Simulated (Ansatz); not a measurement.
```xyz
8

C    -0.8371    1.1754    0.0609
C     0.3426    0.5695   -0.0650
Ga    0.4817   -1.3602   -0.0076
F     2.1105   -2.0061   -0.1996
H    -1.7621    0.6205    0.2001
H    -0.9411    2.2578    0.0316
H     1.2323    1.1796   -0.2023
H    -0.6269   -2.4367    0.1820
```

Geometry: PBE0-D4/def2-TZVP.

Computed with isolated molecule in a Gaussian basis; Kohn-Sham density functional theory, functional HSE06 (Ansatz).

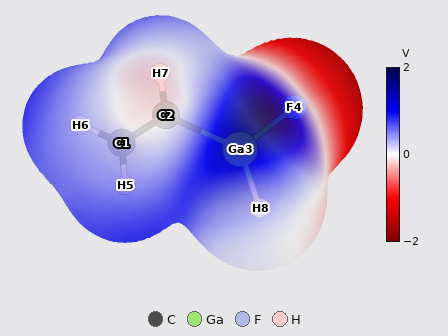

C2H4FGa (SMILES C=[CH][GaH][F]). The electrostatic potential painted on the density surface at 0.001 e/bohr³, seen at a tilt; the colour scale runs from red (negative) to blue (positive).

**Describe the electrostatic potential map.**

The most negative region (about −1.6 V, or −37 kcal/mol for a unit charge) lies over F4, the most positive (about +1.8 V, or +42 kcal/mol for a unit charge) over Ga3.
